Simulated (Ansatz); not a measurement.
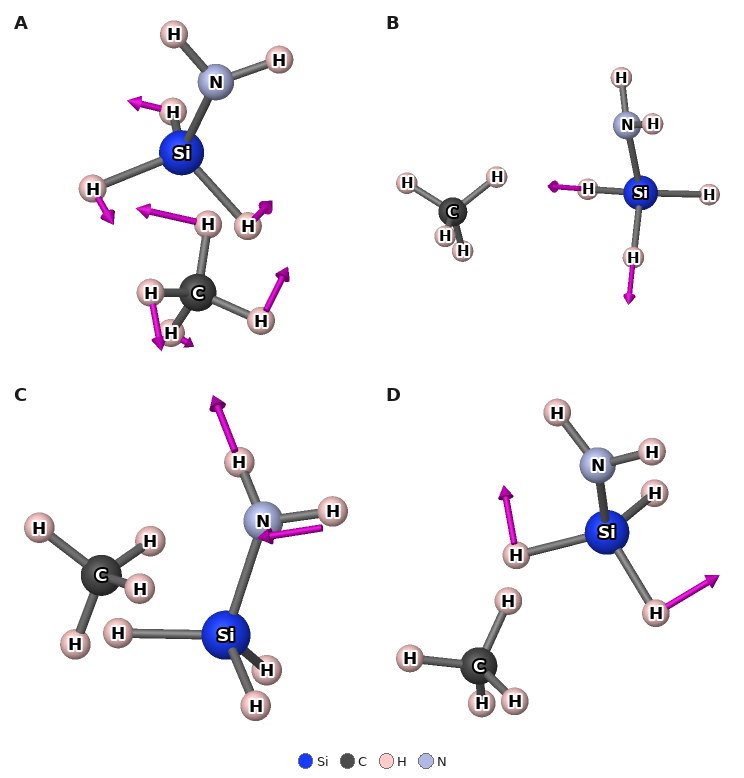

4 normal modes of one molecule or complex, as arrows. Harmonic vibrations computed with RKS PBE0-D4/def2-TZVP (Ansatz 0.2.0) at a stationary point of the same level.

Match the panels to the wavenumbers 100 cm⁻¹, 924 cm⁻¹, 2231 cm⁻¹, 3691 cm⁻¹.

Answer. A: 100 cm⁻¹
B: 2231 cm⁻¹, in-phase stretching of 2 Si–H bonds
C: 3691 cm⁻¹, out-of-phase stretching of 2 N–H bonds
D: 924 cm⁻¹, H–Si–H bending
